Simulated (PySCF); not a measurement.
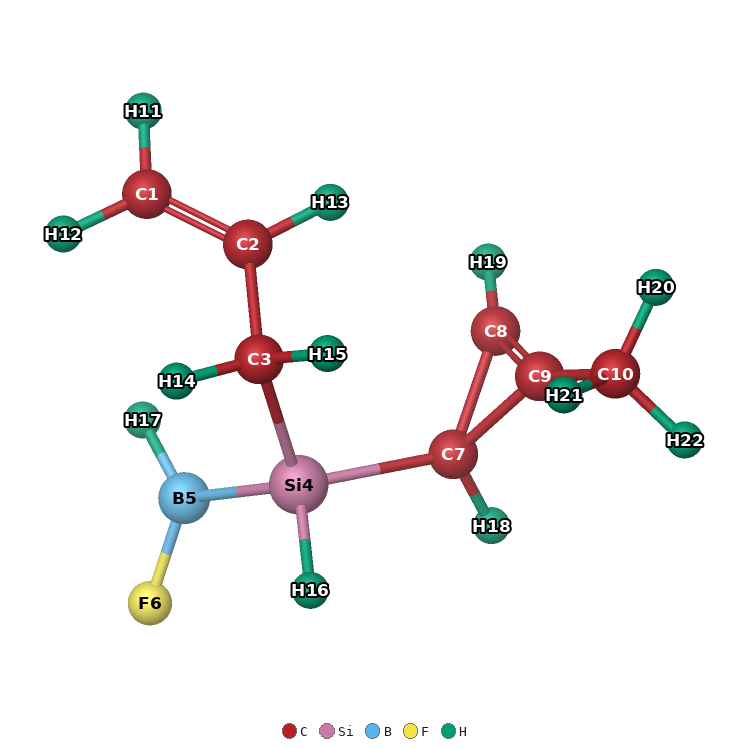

The geometry was computed by an optimisation with GFN2-xTB. No frequency run is at hand to confirm it as a minimum. Electric field gradients from the ground-state density, PBE0/pcSseg-1 (PySCF 2.14.0), non-relativistic apart from any core potentials.

Give the largest field-gradient component, the quadrupole coupling constant and the asymmetry for 11B at B5 (Q = 40.59 mb).

| atom | V_zz (a.u.) | e²qQ/h (MHz) | η |
| --- | --- | --- | --- |
| B5 | 0.500 | 4.77 | 0.55 |

The geometry is semi-empirical. Around B, Si such bond lengths and angles can be off by a tenth of an ångström or more and by several degrees, and values that hang on the shape move with them.
